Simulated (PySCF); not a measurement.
# C₆H₉NSi: vibronic structure

What do calculations give for the vibronic structure of C₆H₉NSi (`C#C/C(=N/[SiH3])C1CC1`)?

Programs: PySCF 2.14.0, with routines of our own; each step states its level. All values are computed. Atoms count from 0.

## 1. The starting structure

17 atoms, charge 0, multiplicity 1; geometry from: GFN2-xTB.

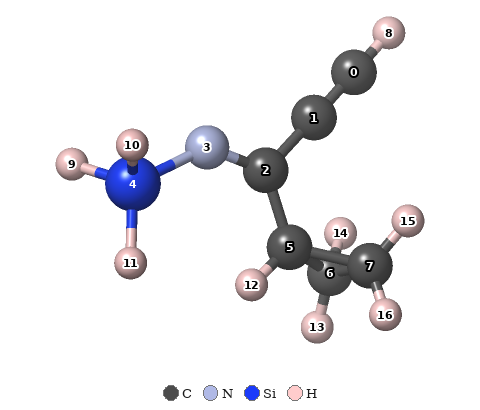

The starting geometry (carbon dark grey, nitrogen light blue, silicon blue, hydrogen pink).

## 2. Vibronic structure: TDA PBE0/def2-SVP

The job: settings as JSON, then the geometry in Å.

```
{"job": {"kind": "vib", "xc": "PBE0", "basis": "def2-SVP", "tda": true}, "charge": 0, "multiplicity": 1}
C     -1.784260     2.315732     0.789177
C     -0.908000     1.533827     0.537863
C      0.149944     0.624464     0.231989
N      1.280241     1.106156    -0.058648
Si     2.826190     0.524888    -0.488491
C     -0.196242    -0.809978     0.294623
C     -1.162560    -1.295940     1.348310
C     -1.585543    -1.267920    -0.077733
H     -2.549379     3.000546     1.009393
H      3.682105     1.002103     0.595119
H      3.083791     1.179885    -1.768152
H      3.027133    -0.925997    -0.645721
H      0.632413    -1.457538     0.037874
H     -0.953284    -2.246911     1.814054
H     -1.580451    -0.558322     2.017046
H     -2.293427    -0.512124    -0.384028
H     -1.675668    -2.200840    -0.613123
```

Level: TDA PBE0/def2-SVP vertical-gradient vibronic structure (displaced harmonic oscillators, Condon), gas phase.

Command:

```sh
> OMP_NUM_THREADS=1 python excited_run.py task.json out
```

This one command runs all jobs of the session in turn.

The log of the run:

```text
final grid: 64864 points
cycle   1  E = -577.3503366787  dE =  1.147e+00  |g| = 4.956e-01  |ddm| = 4.519e+00
cycle   2  E = -577.2769586091  dE =  7.338e-02  |g| = 7.607e-01  |ddm| = 1.560e+00
cycle   3  E = -577.4053436320  dE = -1.284e-01  |g| = 1.544e-01  |ddm| = 1.048e+00
cycle   4  E = -577.4111012198  dE = -5.758e-03  |g| = 3.971e-02  |ddm| = 2.161e-01
cycle   5  E = -577.4114745067  dE = -3.733e-04  |g| = 1.350e-02  |ddm| = 6.249e-02
cycle   6  E = -577.4115101513  dE = -3.564e-05  |g| = 7.237e-03  |ddm| = 2.003e-02
cycle   7  E = -577.4115226273  dE = -1.248e-05  |g| = 1.783e-03  |ddm| = 7.357e-03
cycle   8  E = -577.4115234795  dE = -8.522e-07  |g| = 2.629e-04  |ddm| = 2.071e-03
cycle   9  E = -577.4115234963  dE = -1.674e-08  |g| = 9.537e-05  |ddm| = 4.544e-04
cycle  10  E = -577.4115234985  dE = -2.205e-09  |g| = 2.537e-05  |ddm| = 1.514e-04
cycle  11  E = -577.4115234986  dE = -1.580e-10  |g| = 8.789e-06  |ddm| = 5.556e-05
converged SCF energy = -577.4115234986

Singlet excitations (eV, f): 3.771 (0.0005)  5.318 (0.0001)  5.898 (0.2772)  6.335 (0.2175)  6.589 (0.2388)  6.664 (0.0055)

State S1  3.7707 eV  f = 0.00049  H->L 0.99
  relaxed dipole 2.338 D, largest gradient of the excitation energy 0.1227 Eh/bohr
  mode    cm-1        S   lambda/meV  Raman
   11    570.6    3.3729     238.6   0.532
   35   1705.5    0.7091     149.9   1.000
    7    270.1    2.7744      92.9   0.098
   30   1222.4    0.4687      71.0   0.340
    3    110.0    4.6177      63.0   0.027
    5    134.4    3.4235      57.1   0.030
   14    655.0    0.6087      49.4   0.127
   24    992.4    0.3413      42.0   0.163
   37   2240.7    0.1184      32.9   0.288
   15    687.9    0.3580      30.5   0.082
   31   1245.2    0.0777      12.0   0.058
   10    474.0    0.2038      12.0   0.022
  reorganisation energy 0.8771 eV, total S 17.935, 0-0 2.8936 eV
  absorption maximum 3.726 eV, width 0.744 eV

State S3  5.8979 eV  f = 0.27724  H-1->L 0.67, H->L+1 0.11
  relaxed dipole 2.089 D, largest gradient of the excitation energy 0.1032 Eh/bohr
  mode    cm-1        S   lambda/meV  Raman
   37   2240.7    0.6706     186.3   1.000
    3    110.0    7.9773     108.8   0.029
   35   1705.5    0.4132      87.4   0.357
   11    570.6    0.1910      13.5   0.018
   45   3381.5    0.0220       9.2   0.075
   17    753.5    0.0945       8.8   0.016
   19    813.8    0.0383       3.9   0.008
    7    270.1    0.0979       3.3   0.002
    9    436.5    0.0285       1.5   0.002
   15    687.9    0.0138       1.2   0.002
    5    134.4    0.0647       1.1   0.000
    2     86.4    0.0964       1.0   0.000
  reorganisation energy 0.4310 eV, total S 9.810, 0-0 5.4669 eV

State S5  6.5890 eV  f = 0.23878  H->L+1 0.81, H->L+2 0.08
  relaxed dipole 4.352 D, largest gradient of the excitation energy 0.0767 Eh/bohr
  mode    cm-1        S   lambda/meV  Raman
   19    813.8    1.5884     160.3   1.000
    9    436.5    2.6201     141.8   0.475
   17    753.5    0.8624      80.6   0.466
   30   1222.4    0.4110      62.3   0.584
   22    928.3    0.4359      50.2   0.357
    7    270.1    1.4472      48.5   0.100
   37   2240.7    0.1676      46.6   0.800
    5    134.4    2.4035      40.1   0.041
   24    992.4    0.2347      28.9   0.220
   31   1245.2    0.0983      15.2   0.145
   25   1030.9    0.0562       7.2   0.057
   11    570.6    0.0913       6.5   0.028
  reorganisation energy 0.7026 eV, total S 10.677, 0-0 5.8865 eV
  absorption maximum 6.534 eV, width 0.646 eV

State T1  3.1958 eV  f = 0.00000  H->L 0.97
  relaxed dipole 2.299 D, largest gradient of the excitation energy 0.1259 Eh/bohr
  mode    cm-1        S   lambda/meV  Raman
   11    570.6    2.6916     190.4   0.387
   35   1705.5    0.7787     164.7   1.000
    7    270.1    2.5596      85.7   0.082
   30   1222.4    0.3832      58.1   0.253
    3    110.0    3.5162      47.9   0.019
   24    992.4    0.3528      43.4   0.153
    5    134.4    2.2064      36.8   0.018
   14    655.0    0.4116      33.4   0.078
   37   2240.7    0.1012      28.1   0.224
   15    687.9    0.2235      19.1   0.047
   31   1245.2    0.0725      11.2   0.050
   10    474.0    0.1441       8.5   0.014
  reorganisation energy 0.7506 eV, total S 14.392, 0-0 2.4452 eV
  absorption maximum 3.147 eV, width 0.712 eV
```

Wall time 51 s (1 thread of Arm Neoverse V1, shared host); peak memory 0.82 GiB.

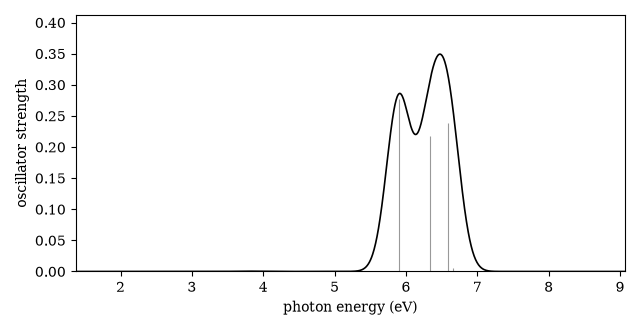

Absorption lines of the singlets. Lines are broadened to a width of 0.40 eV (Gaussian).

## 3. Vibronic structure: TDA PBE0/6-31G

Settings changed since step 2:

```diff
@@ -1,4 +1,4 @@
-{"job": {"kind": "vib", "xc": "PBE0", "basis": "def2-SVP", "tda": true}, "charge": 0, "multiplicity": 1}
+{"job": {"kind": "vib", "xc": "PBE0", "basis": "6-31G", "tda": true, "grid": 2, "scf": {"max_cycle": 78}, "maxiter": 30}, "charge": 0, "multiplicity": 1}
 C     -1.784260     2.315732     0.789177
-C     -0.908000     1.533827     0.537863
+C     -1.083252     1.690208     0.588126
 C      0.149944     0.624464     0.231989
```

Level: TDA PBE0/6-31G vertical-gradient vibronic structure (displaced harmonic oscillators, Condon), gas phase.

The log of the run:

```text
final grid: 138520 points
cycle   1  E = -577.2223746654  dE =  1.712e+00  |g| = 6.443e-01  |ddm| = 7.811e+00
cycle   2  E = -577.1282057337  dE =  9.417e-02  |g| = 9.312e-01  |ddm| = 7.362e+00
cycle   3  E = -577.3263472250  dE = -1.981e-01  |g| = 2.048e-01  |ddm| = 4.728e+00
cycle   4  E = -577.3367966319  dE = -1.045e-02  |g| = 4.004e-02  |ddm| = 5.244e-01
cycle   5  E = -577.3371474474  dE = -3.508e-04  |g| = 1.527e-02  |ddm| = 1.106e-01
cycle   6  E = -577.3372129708  dE = -6.552e-05  |g| = 1.562e-03  |ddm| = 6.289e-02
cycle   7  E = -577.3372135071  dE = -5.362e-07  |g| = 8.166e-04  |ddm| = 4.510e-03
cycle   8  E = -577.3372136624  dE = -1.554e-07  |g| = 2.027e-04  |ddm| = 1.721e-03
cycle   9  E = -577.3372136715  dE = -9.047e-09  |g| = 7.756e-05  |ddm| = 5.162e-04
cycle  10  E = -577.3372136730  dE = -1.481e-09  |g| = 1.318e-05  |ddm| = 1.996e-04
cycle  11  E = -577.3372136730  dE = -5.662e-11  |g| = 2.598e-06  |ddm| = 1.509e-04
converged SCF energy = -577.3372136730

Singlet excitations (eV, f): 4.293 (0.0018)  6.383 (0.0990)  7.039 (0.6066)  7.434 (0.0080)  7.592 (0.0004)  7.667 (0.0007)

State S1  4.2933 eV  f = 0.00181  H->L 0.99
  relaxed dipole 1.843 D, largest gradient of the excitation energy 0.1220 Eh/bohr
  mode    cm-1        S   lambda/meV  Raman
   11    570.6    3.7768     267.2   0.426
   35   1705.5    0.9930     210.0   1.000
    7    270.1    4.1650     139.5   0.105
    5    134.4    3.8245      63.7   0.024
    3    110.0    4.0210      54.8   0.017
   14    655.0    0.4255      34.6   0.063
   30   1222.4    0.1982      30.0   0.103
   24    992.4    0.1661      20.4   0.057
   15    687.9    0.2032      17.3   0.033
   17    753.5    0.0980       9.2   0.019
    2     86.4    0.8447       9.0   0.002
   10    473.8    0.1501       8.8   0.012
  reorganisation energy 0.8852 eV, total S 19.185, 0-0 3.4081 eV
  absorption maximum 4.248 eV, width 0.730 eV

State S2  6.3830 eV  f = 0.09902  H->L+1 0.97
  relaxed dipole 8.183 D, largest gradient of the excitation energy 0.1063 Eh/bohr
  mode    cm-1        S   lambda/meV  Raman
   19    813.8    4.3210     436.0   1.000
    9    436.5    3.1104     168.3   0.207
   17    753.5    1.6974     158.6   0.337
   22    928.3    1.1102     127.8   0.334
    7    270.1    2.3763      79.6   0.061
    5    134.4    3.7527      62.5   0.024
    3    110.0    4.1032      56.0   0.017
   24    992.4    0.3323      40.9   0.114
   30   1222.4    0.1804      27.3   0.094
   35   1705.5    0.1052      22.2   0.107
   25   1030.9    0.1435      18.3   0.053
   20    821.6    0.0926       9.4   0.022
  reorganisation energy 1.2176 eV, total S 21.440, 0-0 5.1655 eV

State S3  7.0394 eV  f = 0.60656  H-1->L 0.86
  relaxed dipole 5.585 D, largest gradient of the excitation energy 0.1118 Eh/bohr
  mode    cm-1        S   lambda/meV  Raman
   35   1705.5    1.0416     220.2   1.000
   26   1068.1    0.9317     123.4   0.351
   22    928.3    0.9500     109.3   0.270
   34   1477.3    0.2001      36.7   0.144
   24    992.4    0.2314      28.5   0.075
   10    473.8    0.4752      27.9   0.035
   17    753.5    0.2838      26.5   0.053
   19    813.8    0.2186      22.1   0.048
   11    570.6    0.2824      20.0   0.030
    7    270.1    0.4286      14.4   0.010
   15    687.9    0.0866       7.4   0.014
   37   2240.7    0.0252       7.0   0.042
  reorganisation energy 0.6966 eV, total S 6.865, 0-0 6.3428 eV
  absorption maximum 6.963 eV, width 0.764 eV

State T1  3.6379 eV  f = 0.00000  H->L 0.98
  relaxed dipole 1.821 D, largest gradient of the excitation energy 0.1288 Eh/bohr
  mode    cm-1        S   lambda/meV  Raman
   35   1705.5    1.1321     239.4   1.000
   11    570.6    2.6768     189.4   0.265
    7    270.1    3.4242     114.7   0.076
    3    110.0    2.1883      29.8   0.008
    5    134.4    1.6454      27.4   0.009
   30   1222.4    0.1544      23.4   0.070
   24    992.4    0.1887      23.2   0.056
   14    655.0    0.2338      19.0   0.030
    2     86.4    0.9509      10.2   0.002
   15    687.9    0.0862       7.3   0.012
   10    473.8    0.0769       4.5   0.005
   17    753.5    0.0464       4.3   0.008
  reorganisation energy 0.7096 eV, total S 13.050, 0-0 2.9283 eV
  absorption maximum 3.584 eV, width 0.700 eV
```

Wall time 36 s (1 thread of Arm Neoverse V1, shared host); peak memory 0.72 GiB.

A normal end doesn't make this result sound: one atom of the first bond was moved so that the bond is 0.8 times as long.

## 4. Results

| quantity | value |
| --- | --- |
| S1: vertical, reorganisation, 0-0, total S (step 2, TDA PBE0/def2-SVP, modes from GFN2-xTB) | 3.77, 0.88, 2.89 eV; 17.9 |
| S3: vertical, reorganisation, 0-0, total S (step 2, TDA PBE0/def2-SVP, modes from GFN2-xTB) | 5.90, 0.43, 5.47 eV; 9.8 |
| S5: vertical, reorganisation, 0-0, total S (step 2, TDA PBE0/def2-SVP, modes from GFN2-xTB) | 6.59, 0.70, 5.89 eV; 10.7 |
| runs | 0 failed, 1 ended on unsound input |

In step 2 the harmonic model is doubtful. Where the total S runs above about 15, the geometry moves far on excitation and the harmonic model is stretched, so its 0-0 value is in doubt. The vibronic model keeps the ground-state modes (from xTB) and shifts them along the gradient alone, so it can miss much of the relaxation that a full optimisation finds.
